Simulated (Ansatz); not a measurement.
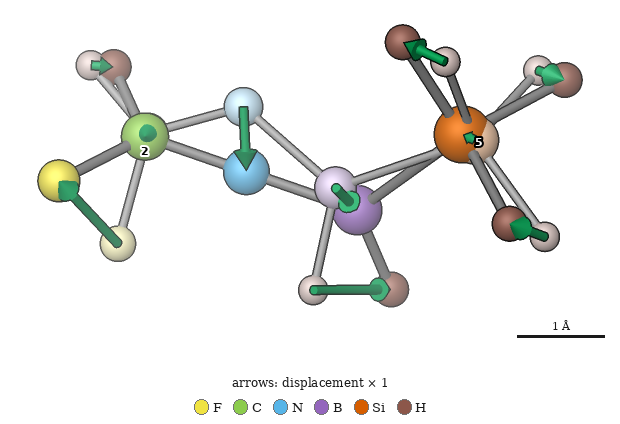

This is a relaxation of CH₅BFNSi (coarse preliminary run). The starting structure is drawn faded, the final one solid; green arrows show the displacements, at their true length. The two geometries are superimposed by the best rigid fit.

The picture is a ball-and-stick view, seen at a tilt.

The start comes from a force field.

All numbers below come from RKS PBE-D4/def2-SVP (Ansatz 0.2.0).

Input file:
```yaml
crystal:
  periodic: [false, false, false]
  atoms:
    - {symbol: F, position_ang: [-2.751500, 0.370200, 0.562200]}
    - {symbol: C, position_ang: [-1.726700, 0.858100, 1.254200]}
    - {symbol: N, position_ang: [-0.551000, 0.596900, 0.875600]}
    - {symbol: B, position_ang: [-0.111100, -0.213200, -0.340900]}
    - {symbol: Si, position_ang: [1.671000, -0.568700, -0.810000]}
    - {symbol: H, position_ang: [-1.889000, 1.470900, 2.145600]}
    - {symbol: H, position_ang: [-1.012500, -0.661700, -1.022600]}
    - {symbol: H, position_ang: [1.770900, -1.356600, -2.023100]}
    - {symbol: H, position_ang: [2.322900, -1.266600, 0.353500]}
    - {symbol: H, position_ang: [2.360100, 0.719600, -0.991400]}
basis:
  gaussian: {orbitals: def2-SVP}
hamiltonian: {xc: pbe, dispersion: d4}
relax: {f_tol: 0.03, max_steps: 200}
```

Command:
```bash
ansatz run in.yaml --threads 4 --pin off --events-out ev --progress --plain --max-ram 10444MiB
```

What happened in the run?

Answer. The largest moves after the best rigid fit, 1.49 Å, are those of F1 and H7. By element the largest moves are H 1.49 Å, F 1.49 Å, N 0.77 Å, B 0.67 Å, C 0.29 Å, Si 0.15 Å. Near-neighbour distances that change, for instance: N3–B4 1.526 → 1.367 Å, B4–Si5 1.877 → 2.031 Å, Si5–H8 1.450 → 1.509 Å, Si5–H10 1.472 → 1.509 Å. Among the angles between lasting bonds that change: C2–N3–B4 128.1° → 177.0°, F1–C2–H6 121.0° → 111.6°, N3–C2–H6 119.9° → 125.8°. Groups turn about B4–Si5 by about 55°. After 14 accepted moves (16 points after the start) the energy has fallen by 34.4 kcal/mol. The largest force component goes from 3.5 to 0.016 eV/Å. The line search rejected the trial steps at points 12, 14 of the run. Cost: 23 s on 4 threads of Arm Neoverse V1, with other jobs on the host.
